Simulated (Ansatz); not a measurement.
## Effect of x(Au) = 0.25, 8 atoms, Amm2 on HgTe

The reference is HgTe in the zinc blende structure (space group F-43m, No. 216; a = 6.573 Å).

The other end (x = 1) is AuTe in the zinc blende structure (space group F-43m, No. 216; a hypothetical phase, not in the database extracts checked): 29.93 Å³/atom, gap zero; this end may not be an ambient phase.

Modification: Au replaces 25.0 % of the Hg, ordered in a cell of 8 atoms (starting symmetry Amm2) and fully relaxed.

Level of theory: Kohn–Sham DFT with the r2SCAN functional, run in Ansatz (a quantum-chemistry and plane-wave program) with PAW and 500 eV plane waves, no spin-orbit coupling. k-mesh 10×6×6 (Γ-centred); smearing 0.05 eV (Fermi–Dirac), for the changed cell.

```json
[
 {"quantity": "volume per atom", "base": "35.49 Å³", "changed": "33.82 Å³", "shift": "-1.67 Å³"},
 {"quantity": "density", "base": "7.68 g/cm³", "changed": "8.03 g/cm³", "shift": "+0.358 g/cm³"},
 {"quantity": "shortest interatomic distance", "base": "2.846 Å", "changed": "2.701 Å", "shift": "-0.145 Å"},
 {"quantity": "band gap", "base": "zero", "changed": "zero", "shift": "–"},
 {"quantity": "deviation of the volume from the linear (Vegard-type) interpolation", "base": "–", "changed": "-0.8 %", "shift": "–"},
 {"quantity": "mean first-shell distances", "base": "–", "changed": "Hg–Te 2.832 Å (end compound 2.846 Å), Au–Te 2.716 Å (end compound 2.689 Å)", "shift": "–"}
]
```

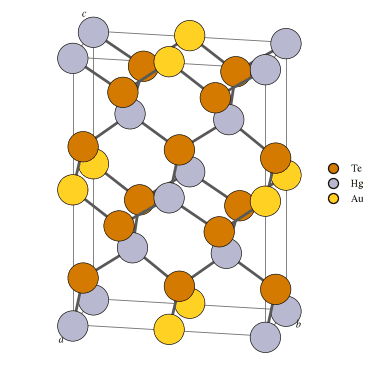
Figure. The relaxed conventional cell after the change

These are small ordered cells, not random alloys; other orderings at the same x differ. With Hg and Te present, leaving out spin-orbit coupling can change the band edges. Stability against distortions was not tested. All final runs are without spin polarisation. An odd electron count without spin: Hg3AuTe4 and AuTe. The zero or small gap of HgTe can change with the level of theory.
